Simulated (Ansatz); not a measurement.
## Run report: BN$_{2}$H$_{5}$, geometry relaxation (part 1 of 2)

- system: BN$_{2}$H$_{5}$
- method: RKS PBE-D4/def2-SVP (Ansatz 0.2.0)

The input holds or restrains some coordinates. Forces given for the steps count only the free coordinates. It belongs to a series of runs on one base structure; here: pulled along the bonds that form and break, towards end B. Figures and captions count atoms from 1; the log counts them from 0 in places.

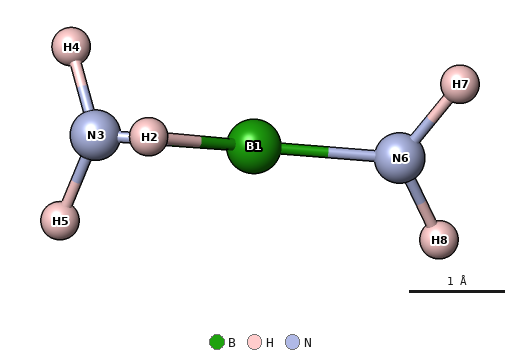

*The starting structure (ball-and-stick view, seen at a tilt; atoms are numbered from 1 in the order of the input).*

Bond lengths as drawn: B–H 1.39 Å, B–N 1.55 to 1.75 Å and H–N 1.06 Å.

## Key numbers

```csv
quantity,value
outcome,converged under the restraints of the input
total energy,−3728.0647 eV
mean-field energy,−3727.9728 eV
"largest force (length of the vector) at the end, held atoms and coordinates included",0.525 eV/Å
hardware,"2 threads of Arm Neoverse V1, 24 GiB of memory available, shared host"
wall time,12 s (CPU time 23 s)
peak memory,0.11 GiB
```

## Input file
```yaml
crystal:
  periodic: [false, false, false]
  atoms:
    - { symbol: B, position_ang: [0.0, 0.0, 0.0] }
    - { symbol: H, position_ang: [0.685, 0.0, 1.2095] }
    - { symbol: "N", position_ang: [1.7396, 0.0, 0.1903] }
    - { symbol: H, position_ang: [2.2062, -0.9179, -0.0615] }
    - { symbol: H, position_ang: [2.191, 0.9179, -0.0879] }
    - { symbol: "N", position_ang: [-1.3423, 0.0, -0.775] }
    - { symbol: H, position_ang: [-2.0112, -0.8164, -0.6764] }
    - { symbol: H, position_ang: [-1.5914, 0.8164, -1.4036] }
basis:
  gaussian: { orbitals: def2-SVP }
hamiltonian:
  xc: pbe
  dispersion: d4
relax:
  f_tol: 0.15
  max_steps: 25
  restrain:
    - { distance: [1, 2], at: 1.06, k: 30.0 }
    - { distance: [0, 1], at: 2.39, k: 30.0 }
    - { distance: [0, 2], at: 2.75, k: 30.0 }
output:
  orbitals: {}
```

Run as:
```bash
ansatz run input.yaml --threads 2 --pin off --max-ram 3072MiB --backend cpu --events-out ev --progress --plain --runs-dir out
```

## Log
```
The last accepted step is kept in [file] (removed where the run ends without a failure and the disk answers)
Engine: ansatz 0.2.0, aarch64-unknown-linux-gnu
Functional definition: PBE
  parameter kappa = 0.804
  parameter beta = 0.06672455060314922
  exchange = pbe_x(kappa = kappa, mu = beta*pi^2/3)
  correlation = pbe_c(beta = beta)
788 factors; their error is unknown
mean field evaluation 1: about -3713.8474 eV, gradient 7.7e1 eV
mean field evaluation 2: about -3660.6156 eV, gradient 1.5e2 eV
mean field evaluation 4: about -3725.3263 eV, gradient 1.9e1 eV
mean field evaluation 8: about -3726.1784 eV, gradient 9.3e-2 eV
mean field evaluation 16: about -3726.1378 eV, gradient 1.7e-5 eV
mean field -3726.13781713 eV, -136.9330391128 hartree, gradient 1.7e-5 eV, S^2 0.000000; 1 other end points of the search recorded, 0 dependent functions left out
the calculation of the forces begins
reference -3726.13784904 eV, -136.9330402853 hartree; 12, 12 occupied and 55, 55 virtual orbitals, 788 factors
relax step   1: F+E_penalty+E_count = -3726.22191001 eV  Δ(F+E_penalty+E_count) = +0.000e0 eV  max|allowed force component| = 3.172e0 eV/Å  E_restraint = 32.48049766 eV  max|allowed force component, restraints' pulls added| = 4.542e1 eV/Å  Δτ_max = 0.0000 Å  (41 SCF iters, accepted)
  distance H 1 - N 2 = 1.4666 Å
  distance B 0 - H 1 = 1.3900 Å
  distance B 0 - N 2 = 1.7500 Å
these checks for a lower state are left out or cut short: starts, cluster_reference, orbital_swaps, neighbouring_geometries, increment
788 factors; their error is unknown
mean field -3725.34572995 eV, -136.9039304455 hartree, gradient 1.2e-5 eV, S^2 0.000000; 0 other end points of the search recorded, 0 dependent functions left out
[... from here on the field's lines of each further geometry are left out, up to the last ...]
relax step   2: F+E_penalty+E_count = -3725.44327163 eV  Δ(F+E_penalty+E_count) = +7.786e-1 eV  max|allowed force component| = 4.797e0 eV/Å  E_restraint = 18.31654101 eV  max|allowed force component, restraints' pulls added| = 3.326e1 eV/Å  Δτ_max = 0.1924 Å  (37 SCF iters, accepted)
relax step   3: F+E_penalty+E_count = -3724.54468427 eV  Δ(F+E_penalty+E_count) = +8.986e-1 eV  max|allowed force component| = 8.365e0 eV/Å  E_restraint = 7.74825965 eV  max|allowed force component, restraints' pulls added| = 1.725e1 eV/Å  Δτ_max = 0.1949 Å  (35 SCF iters, accepted)
relax step   4: F+E_penalty+E_count = -3725.57271374 eV  Δ(F+E_penalty+E_count) = -1.028e0 eV  max|allowed force component| = 6.691e0 eV/Å  E_restraint = 1.92720390 eV  max|allowed force component, restraints' pulls added| = 1.060e1 eV/Å  Δτ_max = 0.1942 Å  (36 SCF iters, accepted)
relax step   5: F+E_penalty+E_count = -3726.96046870 eV  Δ(F+E_penalty+E_count) = -1.388e0 eV  max|allowed force component| = 2.981e0 eV/Å  E_restraint = 0.08844359 eV  max|allowed force component, restraints' pulls added| = 3.328e0 eV/Å  Δτ_max = 0.1949 Å  (34 SCF iters, accepted)
relax step   6: F+E_penalty+E_count = -3727.52113262 eV  Δ(F+E_penalty+E_count) = -5.607e-1 eV  max|allowed force component| = 1.632e0 eV/Å  E_restraint = 0.05133851 eV  max|allowed force component, restraints' pulls added| = 1.632e0 eV/Å  Δτ_max = 0.1940 Å  (35 SCF iters, accepted)
relax step   7: F+E_penalty+E_count = -3727.76057939 eV  Δ(F+E_penalty+E_count) = -2.394e-1 eV  max|allowed force component| = 1.370e0 eV/Å  E_restraint = 0.10080003 eV  max|allowed force component, restraints' pulls added| = 2.293e0 eV/Å  Δτ_max = 0.1949 Å  (29 SCF iters, accepted)
relax step   8: F+E_penalty+E_count = -3727.94722866 eV  Δ(F+E_penalty+E_count) = -1.866e-1 eV  max|allowed force component| = 6.261e-1 eV/Å  E_restraint = 0.03292222 eV  max|allowed force component, restraints' pulls added| = 8.913e-1 eV/Å  Δτ_max = 0.2000 Å  (35 SCF iters, accepted)
relax step   9: F+E_penalty+E_count = -3728.00750525 eV  Δ(F+E_penalty+E_count) = -6.028e-2 eV  max|allowed force component| = 3.856e-1 eV/Å  E_restraint = 0.01988431 eV  max|allowed force component, restraints' pulls added| = 7.607e-1 eV/Å  Δτ_max = 0.1952 Å  (28 SCF iters, accepted)
relax step  10: F+E_penalty+E_count = -3727.96338416 eV  Δ(F+E_penalty+E_count) = +4.412e-2 eV  max|allowed force component| = 1.572e0 eV/Å  E_restraint = 0.00374227 eV  max|allowed force component, restraints' pulls added| = 1.572e0 eV/Å  Δτ_max = 0.1964 Å  (34 SCF iters, rejected (line search))
relax step  11: F+E_penalty+E_count = -3728.02145381 eV  Δ(F+E_penalty+E_count) = -1.395e-2 eV  max|allowed force component| = 5.672e-1 eV/Å  E_restraint = 0.00644496 eV  max|allowed force component, restraints' pulls added| = 3.039e-1 eV/Å  Δτ_max = 0.0958 Å  (27 SCF iters, accepted)
relax step  12: F+E_penalty+E_count = -3728.04113101 eV  Δ(F+E_penalty+E_count) = -1.968e-2 eV  max|allowed force component| = 5.579e-1 eV/Å  E_restraint = 0.00561470 eV  max|allowed force component, restraints' pulls added| = 2.013e-1 eV/Å  Δτ_max = 0.0974 Å  (29 SCF iters, accepted)
relax step  13: F+E_penalty+E_count = -3728.05982898 eV  Δ(F+E_penalty+E_count) = -1.870e-2 eV  max|allowed force component| = 4.935e-1 eV/Å  E_restraint = 0.00540706 eV  max|allowed force component, restraints' pulls added| = 7.710e-2 eV/Å  Δτ_max = 0.1308 Å  (28 SCF iters, accepted)
relax step  14: F+E_penalty+E_count = -3728.05435314 eV  Δ(F+E_penalty+E_count) = +5.476e-3 eV  max|allowed force component| = 6.506e-1 eV/Å  E_restraint = 0.00402023 eV  max|allowed force component, restraints' pulls added| = 6.506e-1 eV/Å  Δτ_max = 0.1770 Å  (28 SCF iters, rejected (line search))
the calculation of the forces begins
reference -3727.97283323 eV, -137.0004747104 hartree; 12, 12 occupied and 55, 55 virtual orbitals, 788 factors
relax step  15: F+E_penalty+E_count = -3728.06469362 eV  Δ(F+E_penalty+E_count) = -4.865e-3 eV  max|allowed force component| = 5.024e-1 eV/Å  E_restraint = 0.00473720 eV  max|allowed force component, restraints' pulls added| = 8.328e-2 eV/Å  Δτ_max = 0.0878 Å  (29 SCF iters, accepted)
  distance H 1 - N 2 = 1.0436 Å
  distance B 0 - H 1 = 2.3851 Å
  distance B 0 - N 2 = 2.7548 Å
788 factors; their error is unknown
mean field evaluation 128: about -3727.9728 eV, gradient 9.8e-6 eV
```

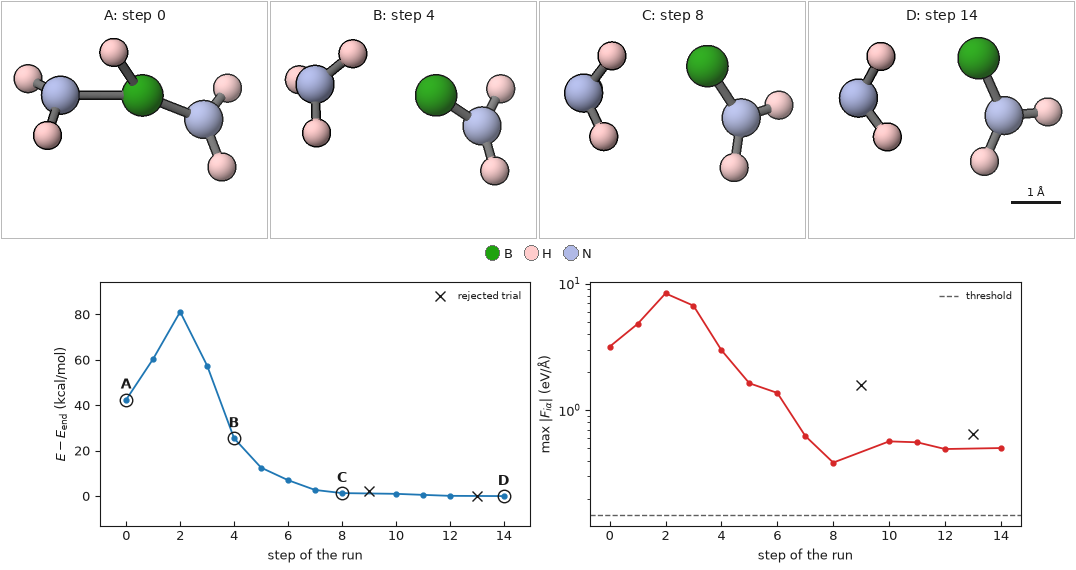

*Frames of the restrained relaxation (ball-and-stick view, seen at a tilt) above the curves, on which the letters mark them (the first geometry is step 0 here and step 1 in the log).*

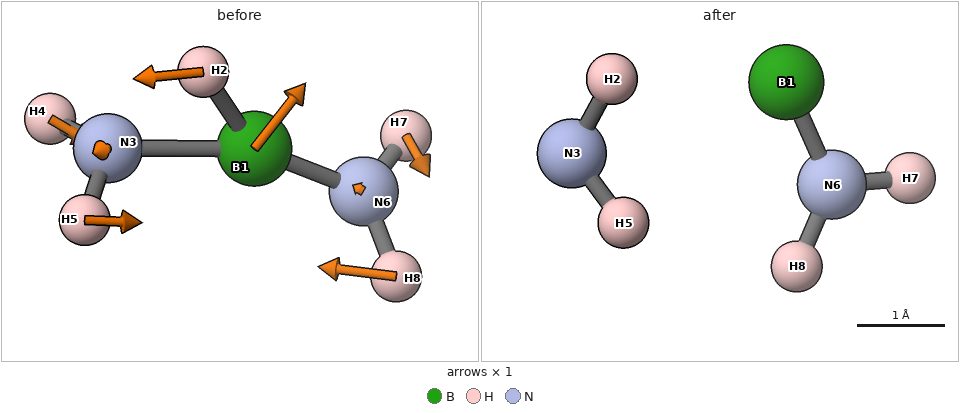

*Before (left) and after (right) the restrained relaxation, at one scale (ball-and-stick view, seen at a tilt). The orange arrows give the displacements, at true length.*

The atom that moves furthest after the best rigid fit is B1 (1.00 Å). By element the largest moves are B 1.00 Å, H 0.94 Å, N 0.29 Å. Distances before and after: B1–N3 1.750 → 2.755 Å, B1–H2 1.390 → 2.385 Å, H2–N3 1.467 → 1.044 Å, B1–N6 1.550 → 1.394 Å. New bonds form: H2–N3 (1.47 → 1.04 Å). Bonds break: B1–N3 (1.75 → 2.75 Å). Among the angles that change: H4–N3–H5 120.0° → 108.1°, B1–N6–H8 120.0° → 129.3°, H7–N6–H8 120.0° → 113.9°. After 14 geometry steps the energy has fallen by 42.5 kcal/mol. The largest force component goes from 3.2 to 0.5 eV/Å. The line search rejected the trial steps at points 9, 13 (counted from 0) and went back. (Atoms are counted from 1 in the order of the input.)

```
mean field -3727.97280052 eV, -137.0004735083 hartree, gradient 9.8e-6 eV, S^2 0.000000; 1 other end points of the search recorded, 0 dependent functions left out
the calculation of the forces begins
reference -3727.97283323 eV, -137.0004747104 hartree; 12, 12 occupied and 55, 55 virtual orbitals, 788 factors
Total energy: -3728.06472633 eV, -137.0038517196 hartree
Atom 0 at    -0.699651    -0.540876     0.466691 Å, force    -0.084904    -0.003608     0.032154 eV/Å
Atom 1 at     1.507499    -0.032705     1.214271 Å, force     0.141744     0.060727    -0.502360 eV/Å
Atom 2 at     1.961941     0.147783     0.292312 Å, force    -0.100144    -0.046788     0.428853 eV/Å
Atom 3 at     1.726600    -0.661808    -0.296005 Å, force     0.011665     0.005943     0.008593 eV/Å
Atom 4 at     1.505223     0.976420    -0.107321 Å, force    -0.003696     0.009916     0.011231 eV/Å
Atom 5 at    -1.207377    -0.058312    -0.738086 Å, force    -0.003477    -0.058943    -0.017265 eV/Å
Atom 6 at    -2.187434    -0.288199    -0.952628 Å, force     0.046117     0.052141     0.011125 eV/Å
Atom 7 at    -0.729901     0.457697    -1.483834 Å, force    -0.007306    -0.019389     0.027670 eV/Å
Dipole moment:    -0.346019     0.294329    -0.755711 e Å
```

## Trajectory as extended XYZ (Å, eV, eV/Å), 15 frames, from step=1 to step=15
```
8
Properties=species:S:1:pos:R:3:forces:R:3 step=1 energy=-3726.22191
B     0.0000    0.0000    0.0000   -0.8124  -1.4254   2.4285
H     0.6850    0.0000    1.2095   -3.1722  -0.7626   0.1372
N     1.7396    0.0000    0.1903   -0.2887   1.4138  -2.4199
H     2.2062   -0.9179   -0.0615   -0.1436   1.0199  -0.3343
H     2.1910    0.9179   -0.0879    0.5281  -1.0758  -0.4730
N    -1.3423    0.0000   -0.7750    2.9000   0.8027   0.2874
H    -2.0112   -0.8164   -0.6764    0.8341   1.5410   0.2080
H    -1.5914    0.8164   -1.4036    0.1547  -1.5136   0.1661
8
Properties=species:S:1:pos:R:3:forces:R:3 step=2 energy=-3725.44327
B    -0.1687   -0.0102   -0.0919    1.2441  -1.9535   4.7971
H     0.7922   -0.0060    1.2736   -1.2577  -0.5194  -1.7661
N     1.8053    0.0080    0.2496   -1.5415   1.1439  -1.0338
H     2.2094   -0.9120   -0.0655    0.1742   0.7465  -0.1467
H     2.2002    0.9143   -0.0937    0.9885  -0.5838  -0.1250
N    -1.3584    0.0034   -0.7935    0.3110   0.7473  -1.3487
H    -2.0097   -0.8072   -0.6757    0.3850   1.1855   0.1045
H    -1.5934    0.8098   -1.4076   -0.3036  -0.7665  -0.4814
8
Properties=species:S:1:pos:R:3:forces:R:3 step=3 energy=-3724.54468
B    -0.3494   -0.0320   -0.1616    7.4770  -1.9266   8.3652
H     0.9293   -0.0063    1.2921    2.3237  -0.0247  -3.6225
N     1.8667    0.0167    0.3296   -1.0928   0.1220   1.2362
H     2.2104   -0.9059   -0.0637   -0.2745   1.1875   0.5780
H     2.2091    0.9112   -0.0907    0.2988  -0.6786   0.6417
N    -1.3792    0.0069   -0.8175   -8.0135   0.6578  -6.2535
H    -2.0114   -0.7993   -0.6770   -0.1115   0.5936  -0.1481
H    -1.5987    0.8087   -1.4157   -0.6073   0.0692  -0.7970
```
